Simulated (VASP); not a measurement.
Band structure of PbTe (rock salt). These are PBE GGA with spin-orbit coupling, VASP's PBE PAW potentials (set 64) (plane waves; VASP) values and carry that method's errors.

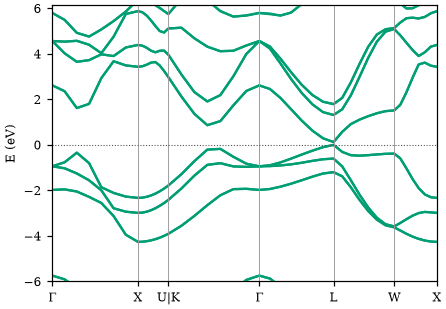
Fig. 1. Bands along high-symmetry lines, zero at the valence-band maximum or, without a gap, the Fermi level

Task: Read the plot: is there a gap, and where are the band edges?

Result: The gap is direct, 0.12 eV, from the valence maximum at L to the conduction minimum at L.

The compound is PbTe in the rock salt structure. It was relaxed first.
